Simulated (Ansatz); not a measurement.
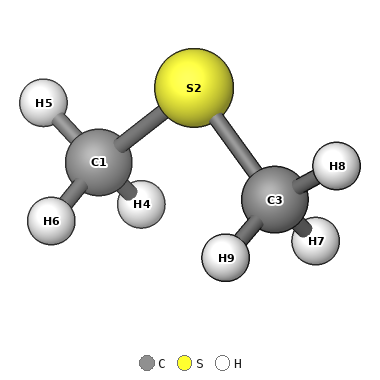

The system is C₂H₆S, SMILES CSC; the picture shows the grid point nearest to the relaxed geometry. 
- Two internal coordinates are moved rigidly from the geometry relaxed at PBE0-D4/def2-TZVP, all others fixed.
- Coordinates scanned: (1) bond C1–S2; (2) angle H9–C3–H8.
- The grid has 7 × 7 points.
- Points are written as (first, second).
- Energies: kcal/mol, counted from the lowest grid point.
- The calculation used RHF-CCSD(T), frozen core/def2-TZVPP in Ansatz 0.2.0.

Its coordinates:

```xyz
9

C    -0.4749    1.0469   -0.7325
S     0.8546   -0.2120   -0.8382
C     0.5507   -1.0900    0.6979
H    -1.4613    0.5792   -0.7067
H    -0.4047    1.6660   -1.6274
H    -0.3474    1.6841    0.1451
H    -0.4462   -1.5354    0.7083
H     1.2909   -1.8879    0.7652
H     0.6675   -0.4304    1.5603
```

Range: bond C1–S2 from 1.616 to 2.154 Å; angle H9–C3–H8 from 84.7 to 132.7°.

Q: What landscape does the calculation give?

A: The lowest grid point is at (1.834 Å, 108.7°). It is the only kind of minimum in the scanned range. The highest grid point, (2.154 Å, 132.7°), lies 28.0 kcal/mol above the lowest. Round the minimum the two coordinates are nearly uncoupled.

| angle H9–C3–H8 ↓, bond C1–S2 → | 1.616 | 1.668 | 1.745 | 1.834 | 1.934 | 2.041 | 2.154 |
| --- | --- | --- | --- | --- | --- | --- | --- |
| 132.7 | 22.0 | 15.9 | 11.2 | 10.5 | 13.7 | 19.9 | 28.0 |
| 124.7 | 16.3 | 10.1 | 5.4 | 4.7 | 7.8 | 13.9 | 22.0 |
| 116.7 | 13.0 | 6.8 | 2.0 | 1.2 | 4.2 | 10.3 | 18.4 |
| 108.7 | 12.0 | 5.7 | 0.9 | 0.0 | 3.0 | 9.1 | 17.1 |
| 100.7 | 13.3 | 7.0 | 2.1 | 1.2 | 4.2 | 10.2 | 18.2 |
| 92.7 | 17.0 | 10.7 | 5.7 | 4.8 | 7.7 | 13.7 | 21.7 |
| 84.7 | 23.0 | 16.7 | 11.7 | 10.7 | 13.6 | 19.6 | 27.6 |

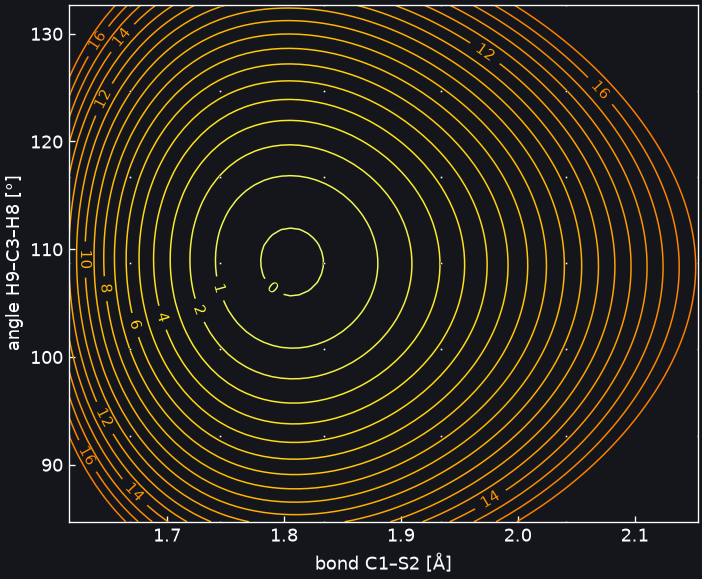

Drawn: contour lines labelled in kcal/mol (none above 17), dots at the grid points. Between grid points the surface is interpolated.
